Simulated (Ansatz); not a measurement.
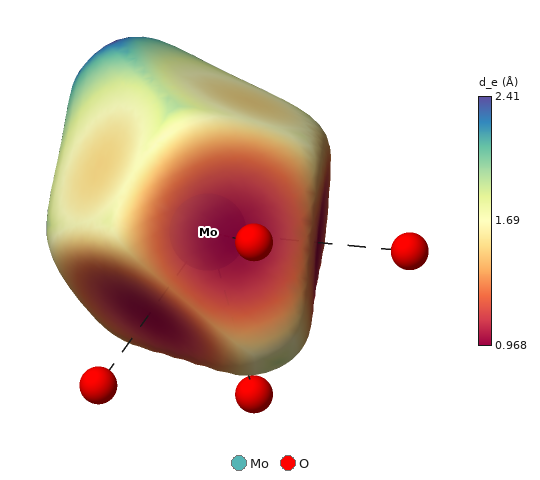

Hirshfeld surface computed for one Mo atom in MoBrO in space group P4/nmm, coloured by d_e. Dashed lines lead to the closest neighbours outside.

The surface is where the fragment's share of the procrystal density (the sum of the densities of spherically averaged neutral Hartree-Fock atoms) equals one half. d_i and d_e are the distances from the surface to the nearest nucleus inside and outside. From Rb on the atoms have core potentials, so only their outer electrons count.

Origin of the cell: the geometry relaxed with Ansatz, DFT, PAW plane waves, r2scan, spin-orbit; the starting structure was generated, so it need not be a known form of this composition.

```
Br O Mo
1.0
     3.63472    0.00000    0.00000
     0.00000    3.63472    0.00000
     0.00000    0.00000    8.49614
Br O Mo
2 2 2
Cartesian
  0.0000 1.8174 5.8049
  1.8174 0.0000 2.6913
  0.0000 0.0000 0.0000
  1.8174 1.8174 0.0000
  0.0000 1.8174 1.1222
  1.8174 0.0000 7.3740
```

> What is the shortest distance from the fragment to an atom outside it?

Mo–O, 2.14 Å.

> How is the surface shared among contacts (nearest atom inside ··· nearest atom outside)?

Mo···O 55 %, Mo···Br 45 %. The surface faces 8 neighbours with more than 2 % of its area each: 4 Br + 4 O.

> Give the size and shape of the surface.

It encloses about 15.2 Å³, has an area of about 32 Å² and a globularity of 0.93 (1 for a sphere).
